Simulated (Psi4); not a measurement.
**Geometry relaxation of CH3NSn (part 3 of 4)**

The same run, continued: CH3NSn, SMILES N#[C][SnH3]; BP86/def2-SVP, RKS, core potentials def2 (Psi4 1.11). The geometry comes from this level: PBE0-D4/def2-TZVP.

Geometry of the input (Å):
```
N  2.0570  -0.9247  1.3107
C  1.1496  -0.5181  0.7285
Sn -0.5139  0.2216  -0.3428
H  -0.1450  1.8301  -0.7314
H  -0.6637  -0.7637  -1.7143
H  -1.8419  0.0907  0.7030
```

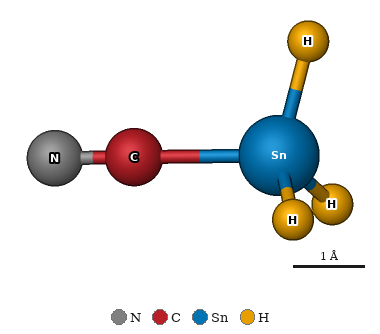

The input geometry (ball-and-stick view, seen at a tilt). Sticks mark near contacts.

## The program's output, continued
```
 L = 1.  Multiply by 2.5417464519 to convert [e a0] to [Debye]
 Dipole X            :        -25.9223718           24.6721012           -1.2502706
 Dipole Y            :         11.5460758          -10.9889188            0.5571570
 Dipole Z            :        -16.6811483           15.8767403           -0.8044080
 Magnitude           :                                                    1.5876626

 ------------------------------------------------------------------------------------

	total time  =          2 seconds =       0.03 minutes

         ------------------------------------------------------------
                                   SCF GRAD
         ------------------------------------------------------------

  ==> Geometry <==

    Molecular point group: c1
    Full point group: C1

    Geometry (in Angstrom), charge = 0, multiplicity = 1:

       Center              X                  Y                   Z               Mass
    ------------   -----------------  -----------------  -----------------  -----------------
         N            2.236348244143    -0.996757127315     1.438606945441    14.003074004430
         C            1.310977765211    -0.582851768370     0.844347979734    12.000000000000
         SN          -0.373490119071     0.166336765434    -0.240352565441   119.902201630000
         H           -0.001875297783     1.794525898211    -0.634458522311     1.007825032230
         H           -0.527071400393    -0.829449375302    -1.629314014826     1.007825032230
         H           -1.718661278266     0.034839751144     0.816801617935     1.007825032230

  Nuclear repulsion =  102.839417157032202

   => Molecular Quadrature <=

    Radial Scheme          =       TREUTLER
    Pruning Scheme         =           NONE
    Nuclear Scheme         =       TREUTLER

    Blocking Scheme        =         OCTREE
    BS radius alpha        =              1
    Pruning alpha          =              1
    Radial Points          =             75
    Spherical Points       =            302
    Total Points           =         130363
    Total Blocks           =           1032
    Max Points             =            256
    Max Functions          =             69
    Weights Tolerance      =       1.00E-15

  -Total Gradient:
     Atom            X                  Y                   Z
    ------   -----------------  -----------------  -----------------
       1        0.000514729994    -0.000261591541     0.000308424936
       2       -0.000523218912     0.000279229835    -0.000302284032
       3       -0.000016259938    -0.000008110350    -0.000020255678
       4       -0.000042788712    -0.000121537933     0.000019731572
       5       -0.000006594408     0.000080952923     0.000097727837
       6        0.000085768500     0.000017261577    -0.000101336790

	total time  =          1 seconds =       0.02 minutes

    			-----------------------------------------

    			 OPTKING 3.0: for geometry optimizations

    			        with contributions from

    			-----------------------------------------

	                            ===> Fragment 1 <==

	 Z (Atomic Numbers)          Masses                          Geom
	       7.000000            14.003074          4.22608570 -1.88359798  2.71857313
	       6.000000            12.000000          2.47738893 -1.10143021  1.59558644
	      50.000000            119.902202        -0.70579404  0.31433093 -0.45420052
	       1.000000             1.007825         -0.00354380  3.39116247 -1.19895285
	       1.000000             1.007825         -0.99602060 -1.56743215 -3.07895726
	       1.000000             1.007825         -3.24779912  0.06583759  1.54353136

	 - Coordinate -           - BOHR/RAD -       - ANG/DEG -
	 R(1,2)           =         2.220546           1.175063
	 R(2,3)           =         4.042111           2.138993
	 R(3,4)           =         3.242638           1.715930
	 R(3,5)           =         3.242624           1.715923
	 R(3,6)           =         3.242603           1.715911
	 L(1,2,3)         =         3.139171         179.861246
	 l(1,2,3)         =         3.141593         180.000000
	 B(2,3,4)         =         1.852784         106.156695
	 B(2,3,5)         =         1.852202         106.123357
	 B(2,3,6)         =         1.852603         106.146339
	 B(4,3,5)         =         1.965050         112.589094
	 B(4,3,6)         =         1.964912         112.581140
	 B(5,3,6)         =         1.964984         112.585292

	        --- Internal Coordinate Step in ANG or DEG, aJ/ANG or AJ/DEG ---
	-------------------------------------------------------------------------------
	           Coordinate      Previous         Force          Change          New
	           ----------      --------        ------          ------        ------
	               R(1,2)       1.17506       -0.00536       -0.00028       1.17478
	               R(2,3)       2.13899        0.00012       -0.00001       2.13898
	               R(3,4)       1.71593        0.00105        0.00053       1.71646
	               R(3,5)       1.71592        0.00104        0.00052       1.71644
	               R(3,6)       1.71591        0.00106        0.00053       1.71644
	             L(1,2,3)     179.86125        0.00001        0.01750     179.87874
	             l(1,2,3)     180.00000        0.00000        0.00127     180.00127
	             B(2,3,4)     106.15670       -0.00000       -0.01252     106.14417
	             B(2,3,5)     106.12336       -0.00000       -0.01395     106.10941
	             B(2,3,6)     106.14634       -0.00000       -0.01838     106.12796
	             B(4,3,5)     112.58909        0.00000        0.01124     112.60033
	             B(4,3,6)     112.58114        0.00000        0.01222     112.59336
	             B(5,3,6)     112.58529        0.00000        0.01545     112.60074
	-------------------------------------------------------------------------------

	                                 ==> Convergence Check <==

	Measures of convergence in internal coordinates in au.

	Criteria marked as inactive (o), active & met (*), and active & unmet ( ).

	----------------------------------------------------------------------------------------------
	   Step    Total Energy     Delta E     Max Force     RMS Force      Max Disp      RMS Disp
	----------------------------------------------------------------------------------------------
	  Convergence Criteria     1.00e-06 *    3.00e-04 *             o    1.20e-03 *             o
	----------------------------------------------------------------------------------------------
	     3    -308.95364001   -4.35e-05      6.51e-04      1.94e-04 o    1.01e-03 *    5.35e-04 o  ~
	----------------------------------------------------------------------------------------------

Next Geometry in Ang
	Fragment 1 (Ang)

	    N   2.2360155692  -0.9965133544   1.4385346360
	    C   1.3108918799  -0.5829353921   0.8442204396
	   Sn  -0.3735507648   0.1663482082  -0.2404300706
	    H  -0.0014364752   1.7950032508  -0.6344291781
	    H  -0.5268921045  -0.8299027697  -1.6297288562
	    H  -1.7188001907   0.0346442010   0.8174644698

    Structure for next step:
    Molecular point group: c1
    Full point group: C1

    Geometry (in Angstrom), charge = 0, multiplicity = 1:

    N            2.236099352144    -0.996537588599     1.438612233853
    C            1.310975662843    -0.582959626243     0.844298037406
    SN          -0.373466981799     0.166323974040    -0.240352472751
    H           -0.001352692205     1.794979016587    -0.634351580259
    H           -0.526808321499    -0.829927003869    -1.629651258421
    H           -1.718716407754     0.034619966870     0.817542067678

gradient() will perform analytic gradient computation.

  ==> Geometry <==

    Molecular point group: c1
    Full point group: C1

    Geometry (in Angstrom), charge = 0, multiplicity = 1:

       Center              X                  Y                   Z               Mass
    ------------   -----------------  -----------------  -----------------  -----------------
         N            2.236099352144    -0.996537588599     1.438612233853    14.003074004430
         C            1.310975662843    -0.582959626243     0.844298037406    12.000000000000
         SN          -0.373466981799     0.166323974040    -0.240352472751   119.902201630000
         H           -0.001352692205     1.794979016587    -0.634351580259     1.007825032230
         H           -0.526808321499    -0.829927003869    -1.629651258421     1.007825032230
         H           -1.718716407754     0.034619966870     0.817542067678     1.007825032230

  Running in c1 symmetry.

  Rotational constants: A =      2.05069  B =      0.09367  C =      0.09367 [cm^-1]
  Rotational constants: A =  61478.06077  B =   2808.09257  C =   2808.08545 [MHz]
  Nuclear repulsion =  102.839944721324628

  Charge       = 0
  Multiplicity = 1
  Electrons    = 38
  Nalpha       = 19
  Nbeta        = 19

   => Molecular Quadrature <=

    Radial Scheme          =       TREUTLER
    Pruning Scheme         =           NONE
    Nuclear Scheme         =       TREUTLER

    Blocking Scheme        =         OCTREE
    BS radius alpha        =              1
    Pruning alpha          =              1
    Radial Points          =             75
    Spherical Points       =            302
    Total Points           =         130347
    Total Blocks           =           1027
    Max Points             =            256
    Max Functions          =             69
    Weights Tolerance      =       1.00E-15

   => Auxiliary Basis Set <=

  Basis Set: (DEF2-SVP AUX)
    Blend: DEF2-UNIVERSAL-JKFIT
    Number of shells: 114
    Number of basis functions: 424
    Number of Cartesian functions: 551
    Spherical Harmonics?: true
    Max angular momentum: 5

  Cached 100.0% of DFT collocation blocks in 0.213 [GiB].

  Minimum eigenvalue in the overlap matrix is 3.9250120187E-03.
  Reciprocal condition number of the overlap matrix is 9.6351127088E-04.
    Using symmetric orthogonalization.

  ==> Iterations <==

                           Total Energy        Delta E     RMS |[F,P]|

   @DF-RKS iter   0:  -308.95352649122060   -3.08954e+02   1.88515e-05
   @DF-RKS iter   1:  -308.95363808511479   -1.11594e-04   7.07738e-06 DIIS
   @DF-RKS iter   2:  -308.95363716820754    9.16907e-07   2.10689e-05 DIIS
   @DF-RKS iter   3:  -308.95363820120247   -1.03299e-06   4.32669e-06 DIIS
   @DF-RKS iter   4:  -308.95363825154715   -5.03447e-08   5.10392e-07 DIIS
   @DF-RKS iter   5:  -308.95363825226099   -7.13840e-10   3.67347e-08 DIIS
   @DF-RKS iter   6:  -308.95363825226468   -3.69482e-12   6.99423e-09 DIIS
  Energy and wave function converged.

  ==> Post-Iterations <==

   Electrons on quadrature grid:
      Ntotal   =   37.9999940277 ; deviation = -5.972e-06

    Orbital Energies [Eh]
    ---------------------

    Doubly Occupied:

       1A    -14.015389     2A     -9.940502     3A     -4.936517
       4A     -3.318272     5A     -3.314919     6A     -3.314918
       7A     -0.982687     8A     -0.979573     9A     -0.979573
      10A     -0.975922    11A     -0.975921    12A     -0.804147
      13A     -0.527431    14A     -0.390229    15A     -0.331502
      16A     -0.331494    17A     -0.299146    18A     -0.297780
      19A     -0.297776

    Virtual:

      20A     -0.045015    21A     -0.045011    22A     -0.040121
      23A     -0.034006    24A      0.039505    25A      0.039517
      26A      0.114096    27A      0.164918    28A      0.164921
      29A      0.170861    30A      0.295773    31A      0.295790
      32A      0.382060    33A      0.390295    34A      0.390311
      35A      0.444239    36A      0.536903    37A      0.536912
      38A      0.588917    39A      0.644350    40A      0.654714
      41A      0.654732    42A      0.699972    43A      0.810426
      44A      0.810430    45A      0.892353    46A      1.109246
      47A      1.276915    48A      1.387188    49A      1.387207
      50A      1.439559    51A      1.509139    52A      1.509186
      53A      1.569130    54A      1.569158    55A      1.629098
      56A      1.629159    57A      1.656939    58A      1.839580
      59A      1.839633    60A      2.175609    61A      2.175612
      62A      2.387338    63A      2.748230    64A      2.748235
      65A      3.169900    66A     14.741053    67A     14.741117
      68A     15.455341    69A     52.051016

    Final Occupation by Irrep:
              A
    DOCC [    19 ]
    NA   [    19 ]
    NB   [    19 ]

  @DF-RKS Final Energy:  -308.95363825226468

   => Energetics <=

    Nuclear Repulsion Energy =            102.8399447213246276
    One-Electron Energy =                -707.3191218961142113
    Two-Electron Energy =                 326.9847963469005663
    DFT Exchange-Correlation Energy =     -31.4592574243756609
    Empirical Dispersion Energy =           0.0000000000000000
    VV10 Nonlocal Energy =                  0.0000000000000000
    Total Energy =                       -308.9536382522646818

Computation Completed

Properties will be evaluated at   0.000000,   0.000000,   0.000000 [a0]

Properties computed using the SCF density matrix

 Multipole Moments:

 ------------------------------------------------------------------------------------
     Multipole            Electronic (a.u.)      Nuclear  (a.u.)        Total (a.u.)
 ------------------------------------------------------------------------------------

 L = 1.  Multiply by 2.5417464519 to convert [e a0] to [Debye]
 Dipole X            :        -25.9214248           24.6711275           -1.2502973
 Dipole Y            :         11.5453683          -10.9882311            0.5571372
 Dipole Z            :        -16.6817453           15.8772119           -0.8045334
 Magnitude           :                                                    1.5877403

 ------------------------------------------------------------------------------------

	total time  =          1 seconds =       0.02 minutes

         ------------------------------------------------------------
                                   SCF GRAD
         ------------------------------------------------------------

  ==> Geometry <==

    Molecular point group: c1
    Full point group: C1

    Geometry (in Angstrom), charge = 0, multiplicity = 1:

       Center              X                  Y                   Z               Mass
    ------------   -----------------  -----------------  -----------------  -----------------
         N            2.236099352144    -0.996537588599     1.438612233853    14.003074004430
         C            1.310975662843    -0.582959626243     0.844298037406    12.000000000000
         SN          -0.373466981799     0.166323974040    -0.240352472751   119.902201630000
         H           -0.001352692205     1.794979016587    -0.634351580259     1.007825032230
         H           -0.526808321499    -0.829927003869    -1.629651258421     1.007825032230
         H           -1.718716407754     0.034619966870     0.817542067678     1.007825032230

  Nuclear repulsion =  102.839944721324628

   => Molecular Quadrature <=

    Radial Scheme          =       TREUTLER
    Pruning Scheme         =           NONE
    Nuclear Scheme         =       TREUTLER

    Blocking Scheme        =         OCTREE
    BS radius alpha        =              1
    Pruning alpha          =              1
    Radial Points          =             75
    Spherical Points       =            302
    Total Points           =         130347
    Total Blocks           =           1027
    Max Points             =            256
    Max Functions          =             69
    Weights Tolerance      =       1.00E-15

  -Total Gradient:
     Atom            X                  Y                   Z
    ------   -----------------  -----------------  -----------------
       1        0.000028387095    -0.000039869852    -0.000001030516
       2       -0.000046409756     0.000057394875     0.000001193835
       3        0.000047638072    -0.000033314353     0.000018097385
       4       -0.000012204401     0.000012810786    -0.000017074656
       5       -0.000004084254    -0.000003923315    -0.000008959092
       6       -0.000013571510    -0.000001050823    -0.000005891834

	total time  =          1 seconds =       0.02 minutes

    			-----------------------------------------

    			 OPTKING 3.0: for geometry optimizations

    			        with contributions from

    			-----------------------------------------

	                            ===> Fragment 1 <==

	 Z (Atomic Numbers)          Masses                          Geom
	       7.000000            14.003074          4.22561536 -1.88318312  2.71858312
	       6.000000            12.000000          2.47738496 -1.10163404  1.59549206
	      50.000000            119.902202        -0.70575031  0.31430676 -0.45420035
	       1.000000             1.007825         -0.00255622  3.39201874 -1.19875075
	       1.000000             1.007825         -0.99552345 -1.56833474 -3.07959456
	       1.000000             1.007825         -3.24790330  0.06542226  1.54493060

	 - Coordinate -           - BOHR/RAD -       - ANG/DEG -
	 R(1,2)           =         2.220014           1.174781
	 R(2,3)           =         4.042088           2.138981
	 R(3,4)           =         3.243632           1.716456
	 R(3,5)           =         3.243609           1.716444
	 R(3,6)           =         3.243611           1.716445
	 L(1,2,3)         =         3.139476         179.878736
	 l(1,2,3)         =         3.141593         180.000000
	 B(2,3,4)         =         1.852565         106.144170
	 B(2,3,5)         =         1.851959         106.109409
	 B(2,3,6)         =         1.852282         106.127958
	 B(4,3,5)         =         1.965247         112.600335
	 B(4,3,6)         =         1.965125         112.593359
	 B(5,3,6)         =         1.965254         112.600740

	        --- Internal Coordinate Step in ANG or DEG, aJ/ANG or AJ/DEG ---
	-------------------------------------------------------------------------------
	           Coordinate      Previous         Force          Change          New
	           ----------      --------        ------          ------        ------
	               R(1,2)       1.17478       -0.00030       -0.00001       1.17477
	               R(2,3)       2.13898        0.00015        0.00008       2.13906
	               R(3,4)       1.71646       -0.00012       -0.00006       1.71639
	               R(3,5)       1.71644       -0.00005       -0.00002       1.71642
	               R(3,6)       1.71644       -0.00007       -0.00003       1.71641
	             L(1,2,3)     179.87874        0.00001        0.02035     179.89909
	             l(1,2,3)     180.00000        0.00000        0.00010     180.00010
	             B(2,3,4)     106.14417       -0.00000       -0.01667     106.12750
	             B(2,3,5)     106.10941       -0.00000       -0.00312     106.10629
	             B(2,3,6)     106.12796       -0.00000       -0.00742     106.12054
	             B(4,3,5)     112.60033        0.00000        0.00832     112.60866
	             B(4,3,6)     112.59336        0.00000        0.00618     112.59954
	             B(5,3,6)     112.60074        0.00000        0.00908     112.60983
	-------------------------------------------------------------------------------

	                                 ==> Convergence Check <==

	Measures of convergence in internal coordinates in au.

	Criteria marked as inactive (o), active & met (*), and active & unmet ( ).

	----------------------------------------------------------------------------------------------
	   Step    Total Energy     Delta E     Max Force     RMS Force      Max Disp      RMS Disp
	----------------------------------------------------------------------------------------------
	  Convergence Criteria     1.00e-06 *    3.00e-04 *             o    1.20e-03 *             o
	----------------------------------------------------------------------------------------------
	     4    -308.95363825    1.76e-06      7.82e-05 *    2.92e-05 o    3.55e-04 *    1.59e-04 o  ~
	----------------------------------------------------------------------------------------------

Next Geometry in Ang
	Fragment 1 (Ang)

	    N   2.2360513569  -0.9962703389   1.4386831754
	    C   1.3109213971  -0.5830314431   0.8441690715
	   Sn  -0.3736094750   0.1662954726  -0.2404648412
	    H  -0.0010951659   1.7948623165  -0.6341694832
	    H  -0.5268822062  -0.8299430091  -1.6297561059
	    H  -1.7186552951   0.0345857407   0.8176352109

    Final optimized geometry and variables:
    Molecular point group: c1
    Full point group: C1

    Geometry (in Angstrom), charge = 0, multiplicity = 1:

    N            2.236099352144    -0.996537588599     1.438612233853
    C            1.310975662843    -0.582959626243     0.844298037406
    SN          -0.373466981799     0.166323974040    -0.240352472751
    H           -0.001352692205     1.794979016587    -0.634351580259
    H           -0.526808321499    -0.829927003869    -1.629651258421
    H           -1.718716407754     0.034619966870     0.817542067678

[set-up sections that repeat, and orbital energies of the middle runs, are left out above]
```
